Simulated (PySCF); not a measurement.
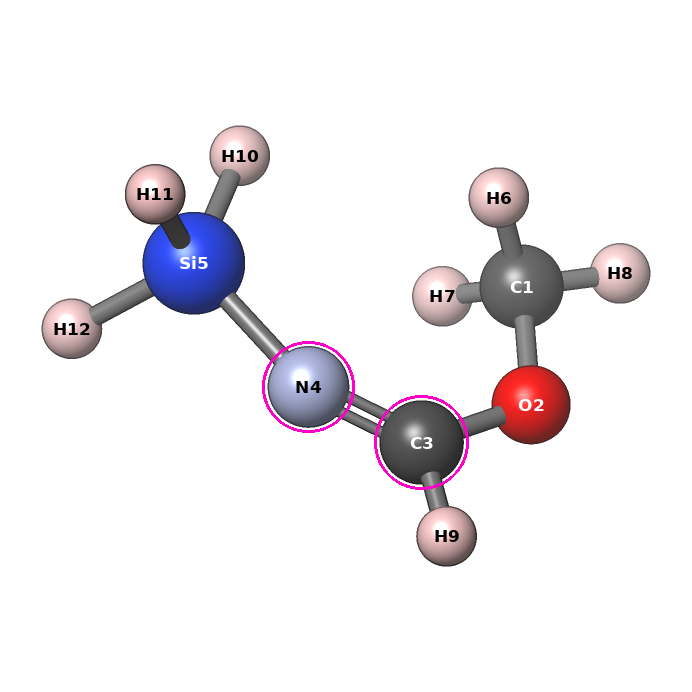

Depth is shown by fading: the farther an atom, the more it takes the colour of the background. Circles mark the stereogenic atoms. The computed structure is the end point of a PBE0-D3(BJ)/def2-SVP optimisation. No frequency run is at hand to confirm it as a minimum.

Assign CIP descriptors.

Answer. C3=N4: Z.

Write the isomeric SMILES.

Answer. CO/C=N\[SiH3]
